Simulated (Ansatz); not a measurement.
**Molecular dynamics, with input and output: CH$_{5}$NOSi (part 1 of 2)**

- system: CH$_{5}$NOSi, SMILES OC1N[SiH2]1
- method: RKS r2SCAN-d4/6-31G* (Ansatz 0.2.0)

The geometry comes from this level: PBE0-D4/def2-TZVP. Figures and captions count atoms from 1; the log counts them from 0 in places.

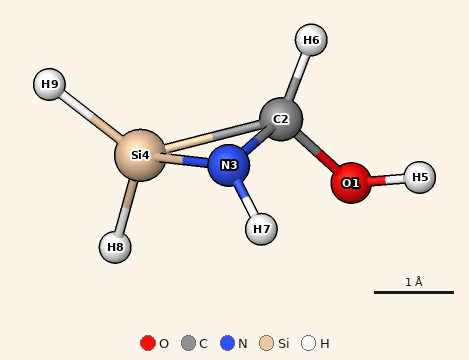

The starting structure (ball-and-stick view, seen at a tilt; atoms are numbered from 1 in the order of the input).

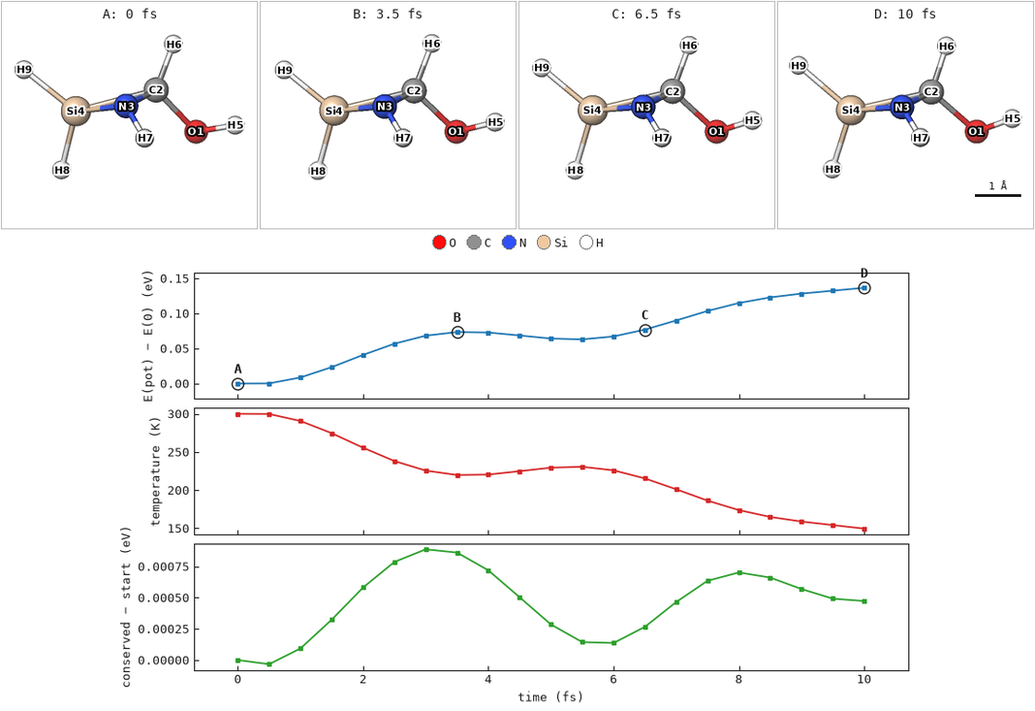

Frames of the molecular dynamics (ball-and-stick, seen at a tilt) above the curves, on which the letters mark them. The trajectory kept here has 21 frames over 10 fs. The temperature starts at 300 K, ranges from 150 to 300 K and averages 190 K over the second half. The potential energy ends 0.137 eV above its first value. The conserved quantity stays within 0.00092 eV. After an unweighted best fit of the last frame on the first, the root-mean-square displacement is 0.09 Å, and H5 has moved furthest (0.15 Å).

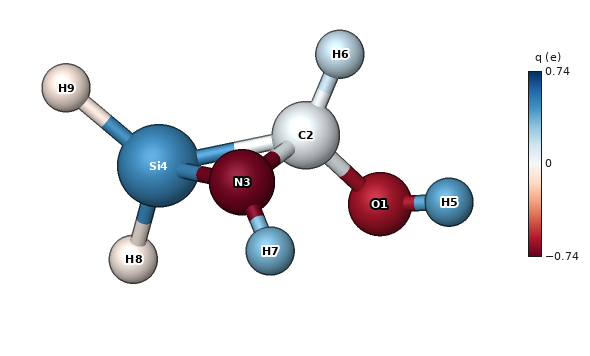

Mulliken charges, as the colour of each atom (ball-and-stick view, seen at a tilt; atoms are numbered from 1 in the order of the input). By element: O −0.61, C +0.05, N −0.70, Si +0.47 and H −0.08 to +0.41 e.

These pictures come from the run below.

**Input file**
```yaml
crystal:
  periodic: [false, false, false]
  atoms:
    - {symbol: O, position_ang: [-1.037053, 0.513070, -1.193253]}
    - {symbol: C, position_ang: [-0.377726, 0.584351, 0.036672]}
    - {symbol: N, position_ang: [1.058454, 0.271180, 0.059625]}
    - {symbol: Si, position_ang: [0.171338, -1.025156, 0.755542]}
    - {symbol: H, position_ang: [-0.941754, 1.360317, -1.639350]}
    - {symbol: H, position_ang: [-0.638305, 1.474848, 0.610098]}
    - {symbol: H, position_ang: [1.578532, 0.325025, -0.803558]}
    - {symbol: H, position_ang: [-0.150648, -2.238619, -0.028042]}
    - {symbol: H, position_ang: [0.425762, -1.311415, 2.185165]}
basis:
  gaussian: {orbitals: "6-31G*"}
hamiltonian: {xc: {name: r2SCAN}, dispersion: d4}
md: {timestep: 0.5 fs, n_steps: 20, ensemble: nve, temperature: 300, initial_velocities: maxwell_boltzmann, seed: 739}
```

Command:
```bash
ansatz run in.yaml --threads 2 --pin off --events-out ev --progress --plain --max-ram 4352MiB
```

**What the program printed**
```
Functional definition: r2SCAN
  name "r2SCAN"
  cite "Furness, Kaplan, Ning, Perdew & Sun, J. Phys. Chem. Lett. 11, 8208 (2020) doi:10.1021/acs.jpclett.0c02405"
  cite "Furness, Kaplan, Ning, Perdew & Sun, J. Phys. Chem. Lett. 11, 9248 (2020) doi:10.1021/acs.jpclett.0c03077"
  parent r2scan
  parameter k0 = 0.174
  parameter k1 = 0.065
  parameter a1 = 4.9479
  exchange = r2scan_x(k0 = k0, k1 = k1, a1 = a1)
  correlation = r2scan_c
908 factors; their error is unknown
mean field evaluation 1: about -12519.6242 eV, gradient 6.3e1 eV
mean field evaluation 2: about -12496.3518 eV, gradient 1.1e2 eV
mean field evaluation 4: about -12527.4669 eV, gradient 1.0e1 eV
mean field evaluation 8: about -12527.6481 eV, gradient 1.6e-1 eV
mean field evaluation 16: about -12527.5757 eV, gradient 1.3e-4 eV
mean field -12527.57565342 eV, -460.3799137675 hartree, gradient 1.5e-5 eV, S^2 0.000000; 0 other end points of the search recorded, 0 dependent functions left out
the calculation of the forces begins
reference -12527.57566221 eV, -460.3799140905 hartree; 20, 20 occupied and 54, 54 virtual orbitals, 908 factors
md step     0: t =     0.00 fs  T =   300.0 K  F+E_penalty+E_count = -12527.61328586 eV  E_kin = 0.271446 eV  conserved = -12527.34183986 eV  (27 SCF iters)
these checks for a lower state are left out or cut short: starts, cluster_reference, orbital_swaps, neighbouring_geometries, increment
908 factors; their error is unknown
mean field -12527.57546932 eV, -460.3799070018 hartree, gradient 2.3e-5 eV, S^2 0.000000; 0 other end points of the search recorded, 0 dependent functions left out
[... from here on the field's lines of each further geometry are left out, up to the last ...]
md step     1: t =     0.50 fs  T =   299.8 K  F+E_penalty+E_count = -12527.61309865 eV  E_kin = 0.271226 eV  conserved = -12527.34187309 eV  (29 SCF iters)
md step     2: t =     1.00 fs  T =   290.6 K  F+E_penalty+E_count = -12527.60466445 eV  E_kin = 0.262917 eV  conserved = -12527.34174715 eV  (30 SCF iters)
md step     3: t =     1.50 fs  T =   274.6 K  F+E_penalty+E_count = -12527.58993468 eV  E_kin = 0.248419 eV  conserved = -12527.34151593 eV  (30 SCF iters)
md step     4: t =     2.00 fs  T =   255.6 K  F+E_penalty+E_count = -12527.57253295 eV  E_kin = 0.231274 eV  conserved = -12527.34125944 eV  (30 SCF iters)
md step     5: t =     2.50 fs  T =   238.1 K  F+E_penalty+E_count = -12527.55650343 eV  E_kin = 0.215450 eV  conserved = -12527.34105386 eV  (30 SCF iters)
md step     6: t =     3.00 fs  T =   225.6 K  F+E_penalty+E_count = -12527.54510060 eV  E_kin = 0.204148 eV  conserved = -12527.34095267 eV  (31 SCF iters)
md step     7: t =     3.50 fs  T =   219.9 K  F+E_penalty+E_count = -12527.53992887 eV  E_kin = 0.198950 eV  conserved = -12527.34097853 eV  (31 SCF iters)
md step     8: t =     4.00 fs  T =   220.4 K  F+E_penalty+E_count = -12527.54057558 eV  E_kin = 0.199455 eV  conserved = -12527.34112103 eV  (31 SCF iters)
md step     9: t =     4.50 fs  T =   224.9 K  F+E_penalty+E_count = -12527.54478758 eV  E_kin = 0.203451 eV  conserved = -12527.34133664 eV  (29 SCF iters)
md step    10: t =     5.00 fs  T =   229.5 K  F+E_penalty+E_count = -12527.54918021 eV  E_kin = 0.207625 eV  conserved = -12527.34155472 eV  (29 SCF iters)
md step    11: t =     5.50 fs  T =   230.6 K  F+E_penalty+E_count = -12527.55035942 eV  E_kin = 0.208664 eV  conserved = -12527.34169559 eV  (29 SCF iters)
md step    12: t =     6.00 fs  T =   226.0 K  F+E_penalty+E_count = -12527.54615768 eV  E_kin = 0.204455 eV  conserved = -12527.34170253 eV  (30 SCF iters)
md step    13: t =     6.50 fs  T =   215.4 K  F+E_penalty+E_count = -12527.53649345 eV  E_kin = 0.194919 eV  conserved = -12527.34157395 eV  (30 SCF iters)
md step    14: t =     7.00 fs  T =   201.1 K  F+E_penalty+E_count = -12527.52336340 eV  E_kin = 0.181988 eV  conserved = -12527.34137500 eV  (31 SCF iters)
md step    15: t =     7.50 fs  T =   186.4 K  F+E_penalty+E_count = -12527.50983151 eV  E_kin = 0.168626 eV  conserved = -12527.34120533 eV  (30 SCF iters)
md step    16: t =     8.00 fs  T =   173.9 K  F+E_penalty+E_count = -12527.49851466 eV  E_kin = 0.157376 eV  conserved = -12527.34113829 eV  (30 SCF iters)
md step    17: t =     8.50 fs  T =   165.0 K  F+E_penalty+E_count = -12527.49046681 eV  E_kin = 0.149288 eV  conserved = -12527.34117852 eV  (31 SCF iters)
md step    18: t =     9.00 fs  T =   158.9 K  F+E_penalty+E_count = -12527.48508890 eV  E_kin = 0.143818 eV  conserved = -12527.34127137 eV  (29 SCF iters)
md step    19: t =     9.50 fs  T =   154.3 K  F+E_penalty+E_count = -12527.48093981 eV  E_kin = 0.139592 eV  conserved = -12527.34134791 eV  (30 SCF iters)
the calculation of the forces begins
reference -12527.43935109 eV, -460.3749047492 hartree; 20, 20 occupied and 54, 54 virtual orbitals, 908 factors
908 factors; their error is unknown
mean field evaluation 192: about -12527.4393 eV, gradient 3.5e-3 eV
mean field -12527.43934229 eV, -460.3749044259 hartree, gradient 4.4e-5 eV, S^2 0.000000; 1 other end points of the search recorded, 0 dependent functions left out
the calculation of the forces begins
reference -12527.43935109 eV, -460.3749047492 hartree; 20, 20 occupied and 54, 54 virtual orbitals, 908 factors
md step    20: t =    10.00 fs  T =   149.7 K  F+E_penalty+E_count = -12527.47678488 eV  E_kin = 0.135418 eV  conserved = -12527.34136708 eV  (31 SCF iters)
Total energy: -12527.47679367 eV, -460.3762807387 hartree
Atom 0 at    -1.082365     0.575324    -1.247355 Å, force     0.837393     0.077179     0.930949 eV/Å
Atom 1 at    -0.393443     0.529805     0.020048 Å, force     0.051879     0.128624    -1.069438 eV/Å
Atom 2 at     1.084676     0.259801     0.049457 Å, force    -0.997058     0.095197     0.732530 eV/Å
Atom 3 at     0.183759    -1.032594     0.787163 Å, force     0.614269    -0.403839     0.571543 eV/Å
Atom 4 at    -0.887105     1.487503    -1.539260 Å, force    -0.248939    -0.306083    -0.211316 eV/Å
Atom 5 at    -0.679108     1.372163     0.628936 Å, force    -0.035479     0.567224     0.315363 eV/Å
Atom 6 at     1.644394     0.353696    -0.782224 Å, force     0.054953    -0.086489    -0.340094 eV/Å
Atom 7 at    -0.018386    -2.286554     0.048859 Å, force    -0.146674    -0.257485    -0.134928 eV/Å
Atom 8 at     0.409815    -1.289435     2.285078 Å, force    -0.130343     0.185673    -0.794610 eV/Å
Dipole moment:     0.106223     0.177296    -0.081029 e Å
```

**Trajectory as extended XYZ (Å, eV, eV/Å), 21 frames, from step=0 to step=20**
```
9
Properties=species:S:1:pos:R:3:forces:R:3 step=0 time_fs=0.0 energy=-12527.61329 temperature=300.0
O    -1.0371    0.5131   -1.1933   -0.3125  -0.5348  -0.1410
C    -0.3777    0.5844    0.0367   -0.0267   0.2139  -0.0044
N     1.0585    0.2712    0.0596    0.2945   0.3369   0.1843
Si    0.1713   -1.0252    0.7555   -0.1112  -0.4821   0.2051
H    -0.9418    1.3603   -1.6394    0.0931   0.4181  -0.1417
H    -0.6383    1.4748    0.6101   -0.0242   0.1590   0.1029
H     1.5785    0.3250   -0.8036    0.1233   0.0043  -0.2491
H    -0.1506   -2.2386   -0.0280   -0.0608  -0.0742  -0.0401
H     0.4258   -1.3114    2.1852    0.0246  -0.0410   0.0841
9
Properties=species:S:1:pos:R:3:forces:R:3 step=1 time_fs=0.5 energy=-12527.61310 temperature=299.8
O    -1.0397    0.5160   -1.1961   -0.2055  -0.2052  -0.2242
C    -0.3779    0.5799    0.0364   -0.1333   0.4962   0.0344
N     1.0599    0.2701    0.0587    0.1930   0.3313   0.2783
Si    0.1719   -1.0249    0.7576   -0.1187  -0.5580  -0.0511
H    -0.9370    1.3743   -1.6361    0.0449   0.0716   0.0187
H    -0.6457    1.4759    0.6143    0.0676  -0.0650  -0.0290
H     1.5833    0.3272   -0.8004    0.1462   0.0075  -0.3089
H    -0.1431   -2.2450   -0.0269   -0.0497  -0.0071   0.0030
H     0.4230   -1.3083    2.1777    0.0556  -0.0713   0.2787
9
Properties=species:S:1:pos:R:3:forces:R:3 step=2 time_fs=1.0 energy=-12527.60466 temperature=290.6
O    -1.0423    0.5188   -1.1990   -0.0939   0.1226  -0.2957
C    -0.3780    0.5755    0.0361   -0.2339   0.7574   0.0617
N     1.0613    0.2691    0.0578    0.1096   0.3266   0.3397
Si    0.1725   -1.0246    0.7597   -0.1235  -0.6317  -0.3029
H    -0.9322    1.3884   -1.6327   -0.0079  -0.2724   0.1683
H    -0.6529    1.4767    0.6184    0.1546  -0.2698  -0.1502
H     1.5884    0.3294   -0.7981    0.1490   0.0084  -0.3351
H    -0.1356   -2.2514   -0.0258   -0.0395   0.0596   0.0457
H     0.4203   -1.3054    2.1709    0.0854  -0.1006   0.4685
9
Properties=species:S:1:pos:R:3:forces:R:3 step=3 time_fs=1.5 energy=-12527.58993 temperature=274.6
O    -1.0450    0.5217   -1.2020    0.0172   0.4107  -0.3383
C    -0.3783    0.5713    0.0359   -0.3238   0.9826   0.0705
N     1.0628    0.2681    0.0570    0.0478   0.3235   0.3649
Si    0.1731   -1.0244    0.7617   -0.1235  -0.7016  -0.5370
H    -0.9274    1.4019   -1.6290   -0.0604  -0.5757   0.2889
H    -0.6597    1.4769    0.6222    0.2321  -0.4418  -0.2523
H     1.5938    0.3317   -0.7965    0.1294   0.0063  -0.3249
H    -0.1283   -2.2576   -0.0246   -0.0309   0.1227   0.0860
H     0.4178   -1.3026    2.1652    0.1121  -0.1268   0.6420
9
Properties=species:S:1:pos:R:3:forces:R:3 step=4 time_fs=2.0 energy=-12527.57253 temperature=255.6
O    -1.0476    0.5247   -1.2050    0.1229   0.6329  -0.3422
C    -0.3785    0.5673    0.0357   -0.3991   1.1619   0.0568
N     1.0643    0.2672    0.0562    0.0075   0.3223   0.3557
Si    0.1737   -1.0243    0.7637   -0.1166  -0.7665  -0.7401
H    -0.9227    1.4140   -1.6246   -0.1084  -0.8113   0.3696
H    -0.6659    1.4761    0.6254    0.2965  -0.5720  -0.3296
H     1.5996    0.3339   -0.7957    0.0881   0.0008  -0.2800
H    -0.1210   -2.2636   -0.0232   -0.0244   0.1796   0.1223
H     0.4156   -1.3002    2.1611    0.1337  -0.1477   0.7874
9
Properties=species:S:1:pos:R:3:forces:R:3 step=5 time_fs=2.5 energy=-12527.55650 temperature=238.1
O    -1.0502    0.5277   -1.2081    0.2190   0.7730  -0.3036
C    -0.3789    0.5635    0.0355   -0.4575   1.2893   0.0192
N     1.0657    0.2664    0.0556   -0.0143   0.3228   0.3180
Si    0.1742   -1.0242    0.7656   -0.1013  -0.8257  -0.9000
H    -0.9183    1.4242   -1.6193   -0.1481  -0.9629   0.4056
H    -0.6715    1.4739    0.6278    0.3453  -0.6554  -0.3790
H     1.6055    0.3362   -0.7956    0.0288  -0.0081  -0.2070
H    -0.1138   -2.2691   -0.0214   -0.0203   0.2281   0.1531
H     0.4137   -1.2982    2.1588    0.1486  -0.1612   0.8936
```
